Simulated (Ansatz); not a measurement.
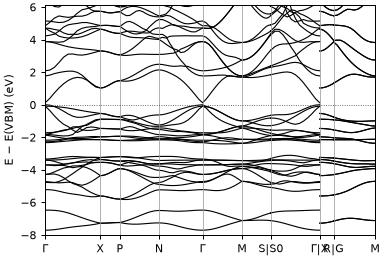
Figure: Band structure from the program Ansatz at the PBEsol level (PAW)

Task: Read off the gap and where the band edges lie.

Result: About 0.1 eV (0.12 eV by a search for the band edges); maximum at Γ, minimum at Γ.

Task: Pick the material that matches.
(A) ZnCu2GeS4, I-4 (Pearson symbol tI16)
(B) GaCuSe2, chalcopyrite
(C) GeSe2, I-42d (Ge on 4a, Se on 8d)
(D) AlInN2, chalcopyrite

Result: B, GaCuSe2, chalcopyrite

Symmetry was held in the PBEsol relaxation. No spin polarisation was allowed. Scalar-relativistic: spin–orbit coupling is off unless named, which matters more the heavier the elements.

Potentials: the later of the program's two PAW sets.
